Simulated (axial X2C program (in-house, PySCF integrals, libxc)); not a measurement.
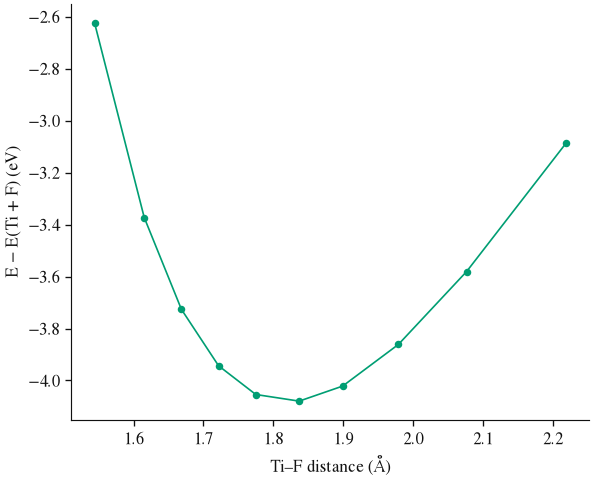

**Figure 1.** Energy at 10 bond lengths, for one set of occupations held fixed; the line joins the points. A polynomial of degree 6 through 9 points gives rₑ = 1.822 Å, ωₑ = 679.0 cm⁻¹, ωₑxₑ = 3.2 cm⁻¹ and Bₑ = 0.3731 cm⁻¹. The minimum lies 4.08 eV below Ti + F, each computed as one determinant at the same level.

# Relativistic diatomic calculation, with input and output: TiF

- system: TiF, single determinant with M_S = 3/2 and |Λ| = 0.
- method: HF, spin-free X2C-1e, Ti dyall-cv3z, F dyall-av3z (cores contracted) (axial X2C program (in-house, PySCF integrals, libxc))

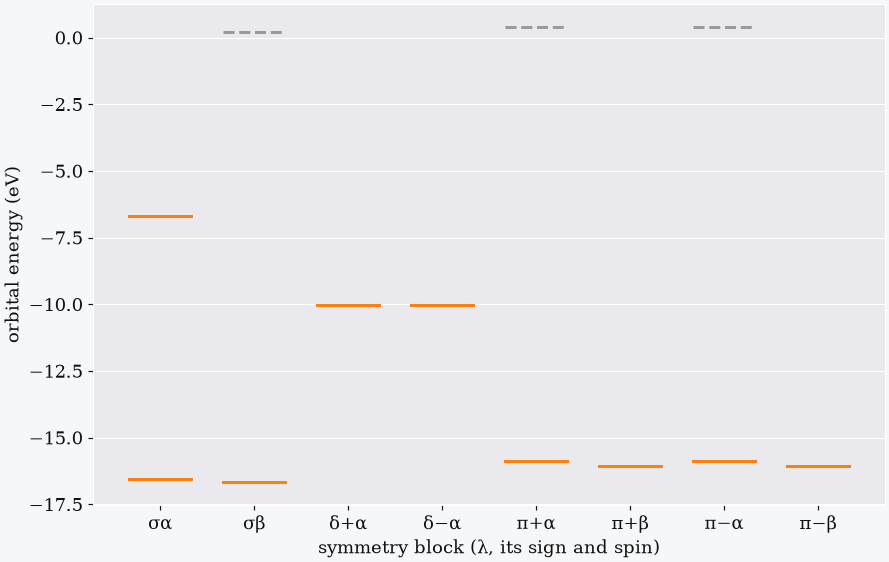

**Figure 2.** Orbital energies near the frontier at 1.77 Å, filled (solid) and empty (dashed); a label such as π−α means λ = −1 and α spin. The highest filled orbital (σα; 69 % Ti s, 19 % Ti p) lies at −6.69 eV, the lowest empty one (σβ; 82 % Ti s, 14 % Ti p) at 0.20 eV.

These pictures come from the run below.

## Input
```
{"zs": [22, 9], "q": 0, "bas": ["dyall-cv3z", "dyall-av3z"], "levels": ["PBE0", "HF", "PBEsol"], "cc": true, "r0": 2.0, "thr": -1.0, "nmax": 90, "npts": 10, "nst": 2, "ntry": 6}
```

The line is the task of a batch: nuclear charges, charge, bases, the levels to run, a first guess of the distance and further settings. This report covers HF without spin-orbit coupling. The log is that of the reference distance 1.775 Å.

Launched within a batch (the task file carries these settings):
```bash
python <driver script> task.json out
```

## Output
```
spin-free X2C-1e  HF
basis functions 170  fitting functions 927  grid points 5075
iter        total energy     max residual
   1       -952.369744617     1.91e-01
   2       -952.395783398     1.66e-02
   3       -952.399382370     3.22e-02
   4       -952.400904869     7.71e-03
   5       -952.401948116     1.10e-02
   6       -952.402195258     5.51e-03
   7       -952.402257733     6.00e-04
   8       -952.402261915     3.04e-04
   9       -952.402262408     1.23e-04
  10       -952.402262465     1.37e-05
  11       -952.402262471     9.96e-06
  12       -952.402262472     4.32e-06
  13       -952.402262473     1.16e-06
converged
one-electron -1427.61987390  Coulomb 467.82141545  exact exchange -51.63314925  xc functional 0.00000000  nuclear repulsion 59.02934522
correlated 11  virtual 279  natural virtual 90  E(MP2) -0.322238195  MP2 remainder -0.010509441
iter   CCSD correlation   residual
   1     -0.304858854   1.17e-01
   2     -0.312563918   6.20e-02
   3     -0.316100028   3.33e-02
   4     -0.316626266   2.33e-02
   5     -0.317226469   1.81e-02
   6     -0.317852276   1.20e-02
   7     -0.318040181   7.56e-03
   8     -0.318248326   4.36e-03
   9     -0.318236600   2.16e-03
  10     -0.318259770   8.48e-04
  11     -0.318245955   3.42e-04
  12     -0.318247186   1.68e-04
  13     -0.318245958   7.79e-05
  14     -0.318245320   4.84e-05
  15     -0.318245366   3.17e-05
  16     -0.318245123   2.27e-05
  17     -0.318244895   1.68e-05
  18     -0.318244582   1.37e-05
  19     -0.318243849   1.06e-05
  20     -0.318243674   6.13e-06
  21     -0.318243516   3.01e-06
  22     -0.318243523   1.22e-06
(T) -0.011247107826570192  T1 0.0329  D1 0.0768  max T2 0.108
```

## The points of the curve

```tsv
R (Å)	E (hartree)	dipole (D; origin at the first atom, positive when the second is positive)	highest filled (eV)	lowest empty (eV)
1.544	−952.349728	−1.05	−6.24	0.39
1.615	−952.377241	−1.46	−6.39	0.33
1.669	−952.390220	−1.76	−6.49	0.29
1.722	−952.398198	−2.06	−6.59	0.25
1.775	−952.402262	−2.36	−6.69	0.20
1.837	−952.403198	−2.71	−6.81	0.15
1.899	−952.401072	−3.05	−6.91	0.09
1.979	−952.395185	−3.50	−7.05	0.02
2.077	−952.384882	−4.05	−7.21	−0.06
2.219	−952.366763	−4.87	−7.43	−0.20
```

## Key numbers

- outcome: converged
- bond length rₑ: 1.822 Å
- ωₑ: 679.0 cm⁻¹
- energy at the minimum: −952.40329 hartree
- depth below the fragments: 4.08 eV
- largest ⟨S²⟩ along the curve: 3.76
- hardware: 1 thread of AMD EPYC (Zen 3), 24 GiB of memory available, shared host
- wall time: 3.6 s
- peak memory: 0.68 GiB

## Notes

Hartree–Fock lacks correlation, so it usually binds too weakly.
